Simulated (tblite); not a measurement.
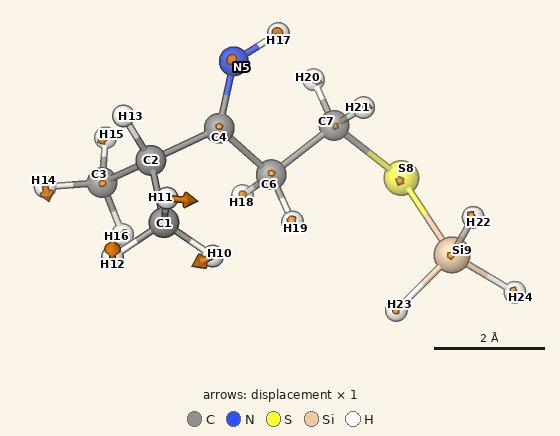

A relaxation of C₆H₁₅NSSi. The starting structure is drawn; orange arrows show the displacements, at their true length. The two geometries are superimposed by the best rigid fit.

The picture is a ball-and-stick view, seen at a tilt.

All numbers below come from GFN2-xTB geometry optimisation, gas phase (tblite). 

Question: Atoms of which element are displaced furthest, and by how much?

Answer: Hydrogen: up to 0.62 Å, against 0.24 Å for nitrogen.

Question: What did the optimiser do to the structure, and how much energy did it gain?

Answer: The largest move after the best rigid fit is that of H11, 0.62 Å. By element the largest moves are H 0.62 Å, N 0.24 Å, S 0.17 Å, Si 0.12 Å, C 0.12 Å. Among the contacts that change: C1–H12 1.129 → 1.087 Å, C1–C2 1.491 → 1.530 Å, Si9–H22 1.497 → 1.459 Å, C1–H11 1.118 → 1.088 Å. Bond angles that change, for instance: S8–Si9–H24 114.3° → 103.6°, C4–N5–H17 126.9° → 116.4°, N5–C4–C6 119.4° → 126.8°. Groups turn about C1–C2 by about 35°. The energy falls by 16.2 kcal/mol in 64 geometry steps. Cost: 0.75 s on 1 thread of Intel(R) Xeon(R) Platinum 8488C, with other jobs on the host.
